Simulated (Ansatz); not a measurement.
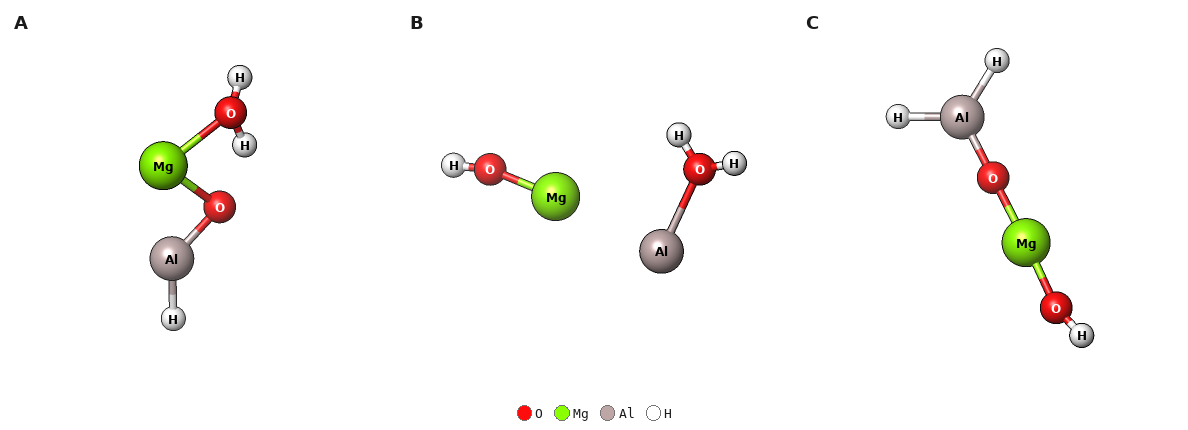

3 stationary structures of one formula. Geometries: PBE0-D4/def2-TZVP. Electronic energies: RHF-CCSD(T) (frozen core)/def2-TZVPP (Ansatz 0.2.0), without zero-point energy. No frequency run is at hand to confirm each as a minimum. Each is one conformer, not always the lowest.

Which structure is the most stable?

C is lowest; A lies 2.126 eV above it (C1), B lies 3.355 eV above it.
